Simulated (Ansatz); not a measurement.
```json
{"atom": "Si", "x (Å)": "-0.9720", "y (Å)": "1.0655", "z (Å)": "-0.4379"}
{"atom": "C", "x (Å)": "-0.4133", "y (Å)": "-0.5289", "z (Å)": "0.3671"}
{"atom": "B", "x (Å)": "0.6613", "y (Å)": "-0.4587", "z (Å)": "1.4258"}
{"atom": "Si", "x (Å)": "1.3396", "y (Å)": "-0.8379", "z (Å)": "-0.3494"}
{"atom": "H", "x (Å)": "-1.4999", "y (Å)": "0.8008", "z (Å)": "-1.8012"}
{"atom": "H", "x (Å)": "-2.0539", "y (Å)": "1.6780", "z (Å)": "0.3797"}
{"atom": "H", "x (Å)": "0.1521", "y (Å)": "2.0326", "z (Å)": "-0.5251"}
{"atom": "H", "x (Å)": "-1.3033", "y (Å)": "-1.1510", "z (Å)": "0.4891"}
{"atom": "H", "x (Å)": "0.7385", "y (Å)": "-0.5843", "z (Å)": "2.6037"}
{"atom": "H", "x (Å)": "1.6739", "y (Å)": "0.1430", "z (Å)": "-1.4068"}
{"atom": "H", "x (Å)": "1.7423", "y (Å)": "-2.2161", "z (Å)": "-0.7246"}
```

Geometry: PBE0-D4/def2-TZVP.

These are results of RKS PBE0-D4/def2-TZVPP (Ansatz), not measurements.

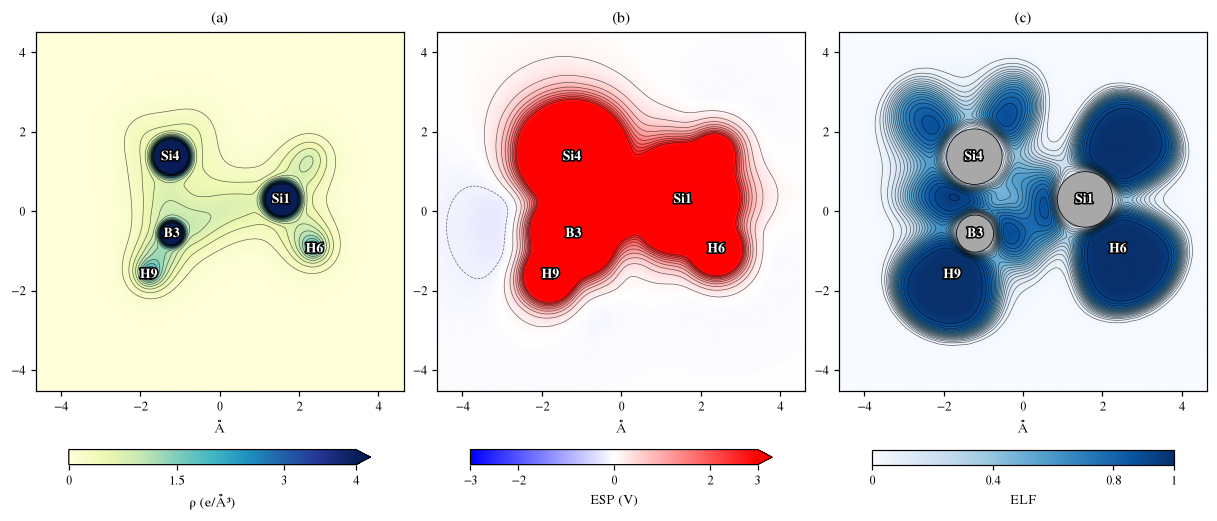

CH7BSi2 (SMILES [SiH3]C1B[SiH2]1). (a) total electron density; (b) electrostatic potential; (c) electron localisation function on the plane of atoms Si4, B3 and H9. Grey discs cover the atomic cores in the ELF map.

What do the fields say about this system?

Answer.
- The plane passes through Si, B and H nuclei.
- Si–B (1.94 Å): the density is about 0.75 e/Å³ at the midpoint; the ELF peaks at about 0.85 between the atoms (localised, covalent bonding).
- B–H (1.19 Å): the density is about 1.3 e/Å³ at the midpoint; the ELF climbs to about 1 towards the hydrogen, as it does in any bond to H (a covalent bond by its length).
- Si–H (1.49 Å): ρ is about 0.8 e/Å³ halfway; the ELF climbs to about 1 towards the hydrogen.
- The potential has no marked negative region in this plane.
